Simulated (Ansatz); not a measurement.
# Gate voltage at the highest density: H-BN-H chair monolayer

A layer charged from one gate needs a voltage that grows with the carrier density; the slope is e over the total capacitance.

**Method.** Ansatz 0.2.0, plane waves with PAW datasets (its set soft_2), LDA; isolated slab, charged sheet 6 Å from the outer atoms behind model barriers, atoms held, Fermi-Dirac smearing of 0.02585 eV. The voltage is that of the gate against the layer's Fermi level, from the uncharged case, which has a gap of 2.86 eV.

```tsv
run	added electrons (10¹³ per cm²)	gate voltage (V)
run 1	−1.00	−2.49
run 2	−2.00	−3.54
run 3	−4.00	−5.59
run 4	−7.00	−8.66
run 5	−11.00	?
```

**Question.** What value belongs in the row marked “?”, and how far can the other rows tell?

A least-squares line through the 4 rows shown has slope 1.0271 and intercept −1.4752; no row lies more than 0.01 V off it. The capacitance is 1.602/1.0271 = 1.56 µF/cm², against 1.48 µF/cm² for plates 6 Å apart in vacuum; it is the larger, as where the added charge has its centre outside the outer atoms (not examined here). The intercept is mostly the shift of the Fermi level from inside the gap to the band edge. At −11.00 it gives 1.0271 × (−11.00) + (−1.4752) = −12.77 V, beyond the rows fitted. Rounding and scatter of the rows alone allow about ±0.031 V there.

The run itself gives −12.77 V: a miss of 0.00 V, or 0.0 % of the value. The line holds within the rounding of the rows.

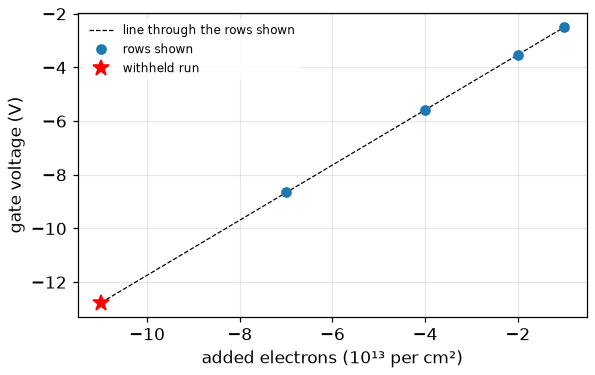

The fit and the withheld run.

Caveats: The gates are model sheets, not atoms, and low densities sample few k-points.

[Logs are printed without paths, hosts, clocks, repeated set-up lines and the standing remarks that a program may print on its own settings, such as how far it seeks lower states.]
